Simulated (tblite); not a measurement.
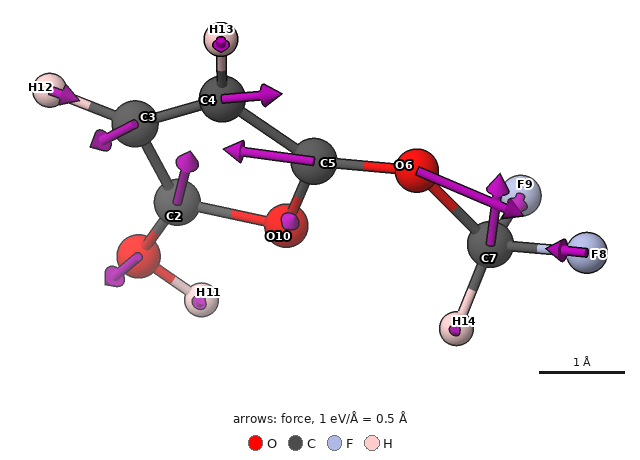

Starting geometry of C5H4F2O3 with the computed forces as purple arrows. A ball-and-stick model, seen from a free direction.

All numbers below come from GFN2-xTB geometry optimisation, gas phase in tblite. 

Question: Is this structure relaxed? If not, where do the atoms go?

Answer: It isn't relaxed: the largest force vector, on an O atom, is 2.79 eV/Å. The final displacements have little in common with the starting forces (cosine between the two patterns 0.20). An H atom moves most after the best rigid fit: 0.25 Å. Largest moves by element: H 0.25 Å, F 0.19 Å, O 0.14 Å, C 0.09 Å. Some distances before and after: C–O 1.420 → 1.356 Å, C–O 1.323 → 1.368 Å, C–O 1.304 → 1.338 Å, C–F 1.363 → 1.337 Å. Among the angles between lasting bonds that change: C–O–H 104.9° → 109.4°, O–C–C 135.4° → 131.0°, F–C–H 111.5° → 107.3°. The energy falls by 24.3 kJ/mol in 55 geometry steps.
